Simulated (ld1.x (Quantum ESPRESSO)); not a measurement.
**Run report: Nb, pseudopotential generation**

Niobium (Nb, Z = 41), core [Ar] 3d10, reference valence 4s2 4p6 4d3 5s0 5p0 (an ion of charge +2), valence charge 13. Computed at this level: ultrasoft potential, PBEsol, scalar-relativistic, made with ld1.x (Quantum ESPRESSO) 7.5.

### The input
```
 &input
   title='Nb', zed=41., rel=1, dft='PBESOL', iswitch=3,
   config='[Kr] 4d3 5s0 5p0',
   nld=3, rlderiv=3.05, eminld=-8.0, emaxld=5.0, deld=0.04
 /
 &inputp
   pseudotype=3, tm=.true., lloc=-1, rcloc=1.70,
   nlcc=.true., rcore=1.35,
   which_augfun='PSQ', rmatch_augfun_nc=.true.,
   file_pseudopw='Nb.UPF', file_wfcaegen='ae.wfc', file_wfcncgen='nc.wfc', file_beta='beta', file_chi='chi', file_wfcusgen='us.wfc'
 /
6
4S  1  0   2.00   0.00  1.50  1.65  0.0
5S  2  0   0.00   0.00  1.50  1.65  0.0
4P  2  1   6.00   0.00  1.75  1.90  0.0
5P  3  1   0.00   0.00  1.75  1.90  0.0
4D  3  2   3.00   0.00  2.30  2.80  0.0
4D  3  2   0.00   4.53  2.30  2.80  0.0
 &test
   configts(1)='4s2 4p6 4d3 5s0 5p0'
 /
```

### Input of the test run
```
 &input
   title='Nb', zed=41., rel=1, dft='PBESOL', iswitch=2,
   config='[Kr] 4d3 5s0 5p0'
 /
 &test
   file_pseudo='Nb.UPF', nconf=8,
   configts(1)='4s2 4p6 4d3 5s0 5p0',
   configts(2)='4s2 4p6 4d4 5s1 5p0',
   configts(3)='4s2 4p6 4d4 5s0 5p0',
   configts(4)='4s2 4p6 4d2 5s0 5p0',
   configts(5)='4s2 4p6 4d1 5s0 5p0',
   configts(6)='4s2 4p5 4d4 5s1 5p0',
   configts(7)='4s2 4p6 4d4.5 5s0.5 5p0',
   configts(8)='4s2 4p6 4d5 5s0 5p0'
 /
```

Hardware: 1 CPU thread, shared host.

Command:
```bash
ld1.x < Nb.in > Nb.out
```

### Output
```
     Program LD1 v.7.5
     --------------------------- All-electron run ----------------------------

     Nb
     scalar relativistic calculation

     atomic number is 41.00
     dft =PBESOL   lsd =0 sic =0 latt =0  beta=0.20 tr2=1.0E-14
     Exchange-correlation= PBESOL
                           (   1   4  10   8   0   0   0)
     mesh =1227 r(mesh) = 100.62774 a.u. xmin = -7.00 dx = 0.01250
     1 Ry =  13.60569312 eV, c = 137.03599908

     n l     nl                  e(Ry)          e(Ha)          e(eV)
     1 0     1S 1( 2.00)     -1382.8179      -691.4090    -18814.1960
     2 0     2S 1( 2.00)      -194.5529       -97.2765     -2647.0274
     2 1     2P 1( 6.00)      -173.8946       -86.9473     -2365.9562
     3 0     3S 1( 2.00)       -33.5225       -16.7613      -456.0972
     3 1     3P 1( 6.00)       -26.7713       -13.3856      -364.2415
     4 0     4S 1( 2.00)        -5.5733        -2.7866       -75.8283
     4 1     4P 1( 6.00)        -3.8093        -1.9046       -51.8279
     3 2     3D 1(10.00)       -15.7265        -7.8633      -213.9702
     4 2     4D 1( 3.00)        -1.4023        -0.7011       -19.0790
     5 0     5S 1( 0.00)        -1.2358        -0.6179       -16.8140
     5 1     5P 1( 0.00)        -0.8866        -0.4433       -12.0626

     final scf error:  7.8E-15 reached in  23 iterations

     Etot =   -7633.477140 Ry,   -3816.738570 Ha, -103858.747435 eV

     Ekin =    7859.157589 Ry,    3929.578795 Ha,  106929.286362 eV
     Encl =  -18345.460897 Ry,   -9172.730449 Ha, -249602.711165 eV
     Eh   =    3084.974717 Ry,    1542.487358 Ha,   41973.219285 eV
     Exc  =    -232.148549 Ry,    -116.074275 Ha,   -3158.541917 eV

     normalization and overlap integrals

     s(1S/1S) =  1.000000  <r> =   0.0361  <r2> =    0.0018  r(max) =   0.0235
     s(2S/2S) =  1.000000  <r> =   0.1581  <r2> =    0.0295  r(max) =   0.1335
     s(2P/2P) =  1.000000  <r> =   0.1378  <r2> =    0.0232  r(max) =   0.1066
     s(3S/3S) =  1.000000  <r> =   0.4435  <r2> =    0.2255  r(max) =   0.3961
     s(3P/3P) =  1.000000  <r> =   0.4461  <r2> =    0.2317  r(max) =   0.3912
     s(4S/4S) =  1.000000  <r> =   1.1549  <r2> =    1.5119  r(max) =   1.0242
     s(4P/4P) =  1.000000  <r> =   1.2910  <r2> =    1.9091  r(max) =   1.1179
     s(3D/3D) =  1.000000  <r> =   0.4331  <r2> =    0.2262  r(max) =   0.3325
     s(4D/4D) =  1.000000  <r> =   1.8494  <r2> =    4.0746  r(max) =   1.4534
     s(5S/5S) =  1.000000  <r> =   3.0417  <r2> =   10.3954  r(max) =   2.7154
     s(5P/5P) =  1.000000  <r> =   3.6583  <r2> =   15.0584  r(max) =   3.2754

     ------------------------ End of All-electron run ------------------------

     --------------------- Generating US pseudopotential ---------------------

      Generating local potential from pseudized AE potential:
      Matching radius rcloc =   1.7000

      Local pseudo, rcloc= 1.710 Estimated cut-off energy=     8.12 Ry

      Computing core charge for nlcc:

       r > 1.37 : true rho core
       r < 1.37 : rho core = a sin(br)/r    a=   0.24  b=   2.11

      Integrated core pseudo-charge :   0.17
      Wfc-us  4S rcutus= 1.668  Estimated cut-off energy=    19.13 Ry
      Wfc-us  5S rcutus= 1.668  Estimated cut-off energy=    37.51 Ry
      Wfc-us  4P rcutus= 1.890  Estimated cut-off energy=    23.50 Ry
      Wfc-us  5P rcutus= 1.890  Estimated cut-off energy=    42.88 Ry
      Wfc-us  4D rcutus= 2.819  Estimated cut-off energy=    14.97 Ry
      Wfc-us  4D rcutus= 2.819  Estimated cut-off energy=    22.23 Ry

     Q pseudized with Bessel functions
     Expected ecutrho=     158.3555 due to l1=  0   l2=  2

     ------------------- End of pseudopotential generation -------------------

     --------------------------- All-electron run ----------------------------

     Nb
     scalar relativistic calculation

     atomic number is 41.00
     dft =PBESOL   lsd =0 sic =0 latt =0  beta=0.20 tr2=1.0E-14
     Exchange-correlation= PBESOL
                           (   1   4  10   8   0   0   0)
     mesh =1227 r(mesh) = 100.62774 a.u. xmin = -7.00 dx = 0.01250
     1 Ry =  13.60569312 eV, c = 137.03599908

     n l     nl                  e(Ry)          e(Ha)          e(eV)
     1 0     1S 1( 2.00)     -1382.8179      -691.4090    -18814.1960
     2 0     2S 1( 2.00)      -194.5529       -97.2765     -2647.0274
     2 1     2P 1( 6.00)      -173.8946       -86.9473     -2365.9562
     3 0     3S 1( 2.00)       -33.5225       -16.7613      -456.0972
     3 1     3P 1( 6.00)       -26.7713       -13.3856      -364.2415
     4 0     4S 1( 2.00)        -5.5733        -2.7866       -75.8283
     4 1     4P 1( 6.00)        -3.8093        -1.9046       -51.8279
     3 2     3D 1(10.00)       -15.7265        -7.8633      -213.9702
     4 2     4D 1( 3.00)        -1.4023        -0.7011       -19.0790
     5 0     5S 1( 0.00)        -1.2358        -0.6179       -16.8140
     5 1     5P 1( 0.00)        -0.8866        -0.4433       -12.0626

     final scf error:  7.8E-15 reached in  23 iterations

     Etot =   -7633.477140 Ry,   -3816.738570 Ha, -103858.747435 eV

     Ekin =    7859.157589 Ry,    3929.578795 Ha,  106929.286362 eV
     Encl =  -18345.460897 Ry,   -9172.730449 Ha, -249602.711165 eV
     Eh   =    3084.974717 Ry,    1542.487358 Ha,   41973.219285 eV
     Exc  =    -232.148549 Ry,    -116.074275 Ha,   -3158.541917 eV

     normalization and overlap integrals

     s(1S/1S) =  1.000000  <r> =   0.0361  <r2> =    0.0018  r(max) =   0.0235
     s(2S/2S) =  1.000000  <r> =   0.1581  <r2> =    0.0295  r(max) =   0.1335
     s(2P/2P) =  1.000000  <r> =   0.1378  <r2> =    0.0232  r(max) =   0.1066
     s(3S/3S) =  1.000000  <r> =   0.4435  <r2> =    0.2255  r(max) =   0.3961
     s(3P/3P) =  1.000000  <r> =   0.4461  <r2> =    0.2317  r(max) =   0.3912
     s(4S/4S) =  1.000000  <r> =   1.1549  <r2> =    1.5119  r(max) =   1.0242
     s(4P/4P) =  1.000000  <r> =   1.2910  <r2> =    1.9091  r(max) =   1.1179
     s(3D/3D) =  1.000000  <r> =   0.4331  <r2> =    0.2262  r(max) =   0.3325
     s(4D/4D) =  1.000000  <r> =   1.8494  <r2> =    4.0746  r(max) =   1.4534
     s(5S/5S) =  1.000000  <r> =   3.0417  <r2> =   10.3954  r(max) =   2.7154
     s(5P/5P) =  1.000000  <r> =   3.6583  <r2> =   15.0584  r(max) =   3.2754

     ------------------------ End of All-electron run ------------------------

     Computing logarithmic derivative in   3.05781
     Message from routine run_pseudo:
     Warning: convergence not achieved
     Computing logarithmic derivative in   3.05781
     Computing the partial wave expansion
     R is outside the sphere for l=    0 j= 0.00
     R is outside the sphere for l=    0 j= 0.00
     R is outside the sphere for l=    1 j= 0.00
     R is outside the sphere for l=    1 j= 0.00
     R is outside the sphere for l=    2 j= 0.00
     R is outside the sphere for l=    2 j= 0.00

     ---------------------- Testing the pseudopotential ----------------------

     Nb
     scalar relativistic calculation

     atomic number is 41.00   valence charge is 13.00
     dft =PBESOL   lsd =0 sic =0 latt =0  beta=0.20 tr2=1.0E-14
     mesh =1227 r(mesh) = 100.62774 xmin = -7.00 dx = 0.01250

     n l     nl             e AE (Ry)        e PS (Ry)    De AE-PS (Ry)
     1 0     4S   1( 2.00)       -5.57327       -5.57327       -0.00000
     2 1     4P   1( 6.00)       -3.80928       -3.80928        0.00000
     3 2     4D   1( 3.00)       -1.40228       -1.40228        0.00000
     2 0     5S   1( 0.00)       -1.23580       -1.23580       -0.00001
     3 1     5P   1( 0.00)       -0.88659       -0.88658       -0.00001

     eps = 3.4E-11  iter =201

     Etot =   -7633.477140 Ry,   -3816.738570 Ha, -103858.747435 eV
     Etotps =  -112.643194 Ry,     -56.321597 Ha,   -1532.588737 eV

     Ekin =      32.376424 Ry,      16.188212 Ha,     440.503683 eV
     Encl =    -218.675223 Ry,    -109.337612 Ha,   -2975.227979 eV
     Ehrt =      77.953201 Ry,      38.976600 Ha,    1060.607330 eV
     Ecxc =     -12.527647 Ry,      -6.263824 Ha,    -170.447324 eV
     (Ecc =      -0.084273 Ry,      -0.042137 Ha,      -1.146594 eV)
     Epseu=       8.230051 Ry,       4.115026 Ha,     111.975552 eV

     ---------------------- End of pseudopotential test ----------------------
```

### Output of the test run (extracts)
```
     ---------------------- Testing the pseudopotential ----------------------

     Nb
     scalar relativistic calculation

     atomic number is 41.00   valence charge is 13.00
     dft =PBESOL   lsd =0 sic =0 latt =0  beta=0.20 tr2=1.0E-14
     mesh =1227 r(mesh) = 100.62774 xmin = -7.00 dx = 0.01250

     n l     nl             e AE (Ry)        e PS (Ry)    De AE-PS (Ry)
     1 0     4S   1( 2.00)       -5.57327       -5.57327       -0.00000
     2 1     4P   1( 6.00)       -3.80928       -3.80928        0.00000
     3 2     4D   1( 3.00)       -1.40228       -1.40228        0.00000
     2 0     5S   1( 0.00)       -1.23580       -1.23580       -0.00001
     3 1     5P   1( 0.00)       -0.88659       -0.88658       -0.00001

     eps = 1.3E-10  iter =201

     Etot =   -7633.477140 Ry,   -3816.738570 Ha, -103858.747435 eV
     Etotps =  -112.643194 Ry,     -56.321597 Ha,   -1532.588737 eV

     Ekin =      32.376424 Ry,      16.188212 Ha,     440.503684 eV
     Encl =    -218.675223 Ry,    -109.337612 Ha,   -2975.227979 eV
     Ehrt =      77.953201 Ry,      38.976600 Ha,    1060.607330 eV
     Ecxc =     -12.527647 Ry,      -6.263824 Ha,    -170.447324 eV
     (Ecc =      -0.084273 Ry,      -0.042137 Ha,      -1.146594 eV)
     Epseu=       8.230051 Ry,       4.115026 Ha,     111.975552 eV

     ---------------------- End of pseudopotential test ----------------------

     ---------------------- Testing the pseudopotential ----------------------

     Nb
     scalar relativistic calculation

     atomic number is 41.00   valence charge is 13.00
     dft =PBESOL   lsd =0 sic =0 latt =0  beta=0.20 tr2=1.0E-14
     mesh =1227 r(mesh) = 100.62774 xmin = -7.00 dx = 0.01250

     n l     nl             e AE (Ry)        e PS (Ry)    De AE-PS (Ry)
     1 0     4S   1( 2.00)       -4.28870       -4.28624       -0.00247
     2 1     4P   1( 6.00)       -2.53511       -2.53358       -0.00153
     3 2     4D   1( 4.00)       -0.22458       -0.22356       -0.00102
     2 0     5S   1( 1.00)       -0.29496       -0.29447       -0.00049
     3 1     5P   1( 0.00)       -0.07976       -0.07930       -0.00045

     eps = 7.6E-12  iter =201

     Etot =   -7634.997112 Ry,   -3817.498556 Ha, -103879.427706 eV
     Etotps =  -114.162356 Ry,     -57.081178 Ha,   -1553.257976 eV
     dEtot_ae =      -1.519972 Ry
     dEtot_ps =      -1.519161 Ry,   Delta E=      -0.000811 Ry

     Ekin =      33.435263 Ry,      16.717631 Ha,     454.909926 eV
     Encl =    -235.576007 Ry,    -117.788004 Ha,   -3205.174862 eV
     Ehrt =      93.003757 Ry,      46.501879 Ha,    1265.380579 eV
     Ecxc =     -13.412678 Ry,      -6.706339 Ha,    -182.488784 eV
     (Ecc =      -0.084273 Ry,      -0.042137 Ha,      -1.146594 eV)
     Epseu=       8.387310 Ry,       4.193655 Ha,     114.115165 eV

     ---------------------- End of pseudopotential test ----------------------

     ---------------------- Testing the pseudopotential ----------------------

     Nb
     scalar relativistic calculation

     atomic number is 41.00   valence charge is 13.00
     dft =PBESOL   lsd =0 sic =0 latt =0  beta=0.20 tr2=1.0E-14
     mesh =1227 r(mesh) = 100.62774 xmin = -7.00 dx = 0.01250

     n l     nl             e AE (Ry)        e PS (Ry)    De AE-PS (Ry)
     1 0     4S   1( 2.00)       -4.75904       -4.75583       -0.00321
     2 1     4P   1( 6.00)       -3.00825       -3.00622       -0.00203
     3 2     4D   1( 4.00)       -0.68389       -0.68301       -0.00088
     2 0     5S   1( 0.00)       -0.69013       -0.68929       -0.00084
     3 1     5P   1( 0.00)       -0.41601       -0.41473       -0.00128

     eps = 1.4E-11  iter =201

     Etot =   -7634.508194 Ry,   -3817.254097 Ha, -103872.775634 eV
     Etotps =  -113.674028 Ry,     -56.837014 Ha,   -1546.613943 eV
     dEtot_ae =      -1.031054 Ry
     dEtot_ps =      -1.030834 Ry,   Delta E=      -0.000220 Ry

     Ekin =      32.629540 Ry,      16.314770 Ha,     443.947513 eV
     Encl =    -229.565899 Ry,    -114.782949 Ha,   -3123.403169 eV
     Ehrt =      87.115441 Ry,      43.557721 Ha,    1185.265962 eV
     Ecxc =     -13.169852 Ry,      -6.584926 Ha,    -179.184970 eV
     (Ecc =      -0.084273 Ry,      -0.042137 Ha,      -1.146594 eV)
     Epseu=       9.316741 Ry,       4.658371 Ha,     126.760721 eV

     ---------------------- End of pseudopotential test ----------------------
```

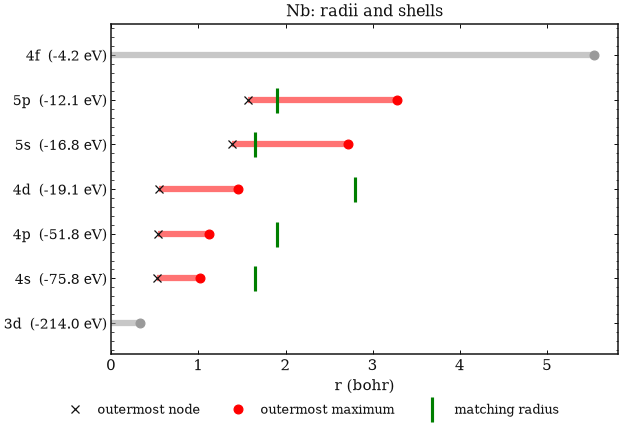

**Figure 1.** Outer shells of the all-electron reference atom: each bar runs from the outermost node (or the nucleus) to the outermost maximum of u(r); the tick is the radius chosen for the pseudo-wave. Shells without a tick have no pseudo-wave of their own. Levels, nodes and maxima are from ld1.x, scalar-relativistic.

- Radii against the shells: 4s: 1.65 bohr, outside the maximum; 4p: 1.90 bohr, outside the maximum; 4d: 2.80 bohr, outside the maximum; 5s: 1.65 bohr, between node and maximum; 5p: 1.90 bohr, between node and maximum. The p channel couldn't be tested for ghost states or cutoffs, since the overlap operator isn't positive definite there.

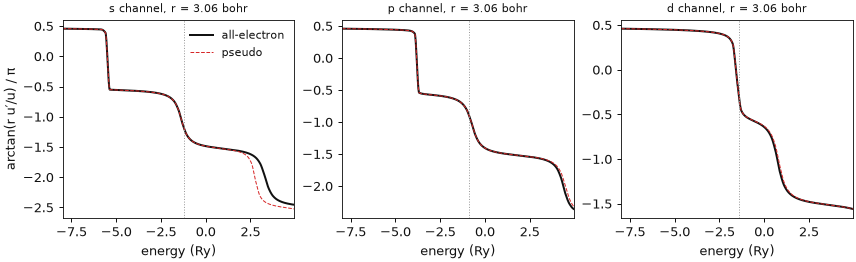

**Figure 2.** Unwrapped phase arctan(r u′/u) in units of π against energy, all-electron (solid) and pseudo (dashed); the pseudo phase is matched to the all-electron one at the reference energy. Here u = r R(r). A near-vertical step is a level narrower than the spacing of the points behind the curves. The dotted line marks the reference energy of the channel.

- First channel to depart above its reference energy: the d channel: its phase error passes 0.05 rad 1.6 Ry above its reference energy, against 3.1 Ry for s.
- Range over which the phases agree within 0.05 rad: s: up to about 1.9 Ry; p: up to about 3.8 Ry; d: up to about 0.2 Ry. The potential isn't sound: its overlap operator has a negative eigenvalue, -0.074.

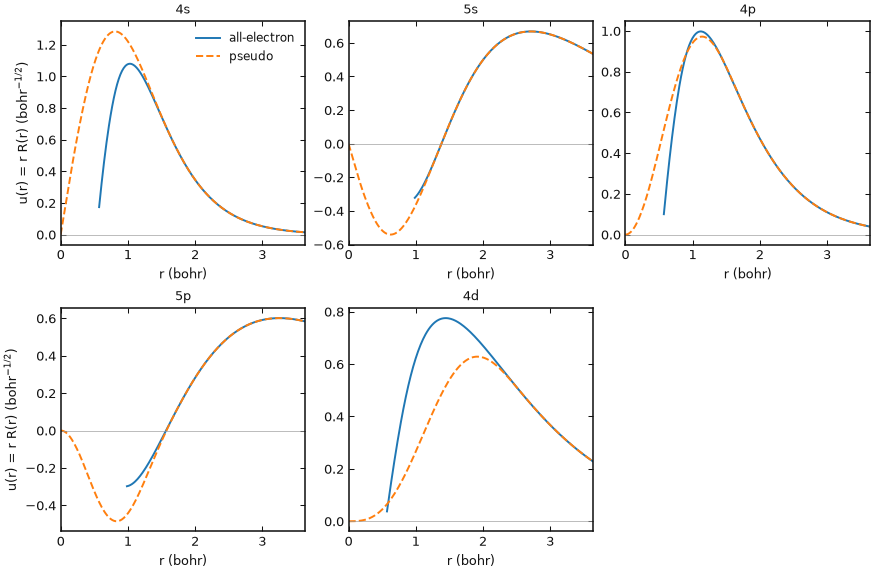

**Figure 3.** All-electron valence functions (solid) with their pseudo partners (dashed). The innermost oscillations of some all-electron curves aren't drawn. Reference configuration 4s2 4p6 4d3 5s0 5p0.

- Matching radii: 4s at 1.65 bohr; 5s at 1.65 bohr; 4p at 1.90 bohr; 5p at 1.90 bohr; 4d at 2.80 bohr. The curves merge smoothly, so the plot gives these only roughly.
- Nodes of the pseudo-waves: 4s has no node; 5s has a node at about 1.4 bohr; 4p has no node; 5p has a node at about 1.6 bohr; 4d has no node. A node in 5s and 5p is allowed, since a lower shell of the same l is also in the valence.

### Key numbers

- outcome: generated, but the overlap operator is not positive, so unusable
- configuration tests: test run stopped at test 3 of 7 (negative rho)
- lowest eigenvalue of the overlap operator S in a Bessel basis (separate test): -0.074 (p channel); it is negative, so in a basis up to 400 Ry S is not positive definite
- density cutoff estimated by the generator: 158 Ry
- largest excitation error among the tests solved: -11 meV (all-electron minus pseudo) for 4s2 4p6 4d4 5s1 5p0
- range over which the phases arctan(r u′/u) at the test radius agree within 0.05 rad (a looser test near the poles than one of phase shifts): s: up to about 1.9 Ry; p: up to about 3.8 Ry; d: up to about 0.2 Ry
- wall time: 2 s

### Notes

The p channel couldn't be tested for ghost states or cutoffs, since the overlap operator isn't positive definite there. Warnings of the program, in the generation or the tests: convergence not achieved.
